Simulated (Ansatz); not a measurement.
**ZnS, response to strain**

Start from ZnS in the wurtzite structure (space group P6_3mc, No. 186; a = 3.782 Å, c = 6.208 Å).

Strains are applied to the cell and any free atomic positions relax.

Method: PBEsol/PAW in Ansatz (a program for electronic structure), no spin-orbit coupling.

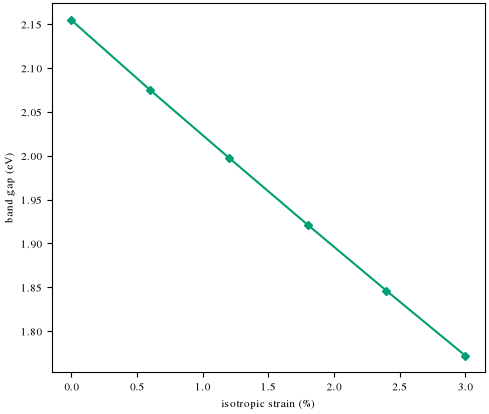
Band gap against isotropic strain

### Question
From the plot, what is the band gap for isotropic strain +3.00 %?

### Answer
About 1.77 eV.

### Question
Is the trend monotonic over the range shown?

### Answer
Yes, it falls throughout, spanning 1.77 eV to 2.15 eV.

Whether these cells are dynamically stable was not tested.
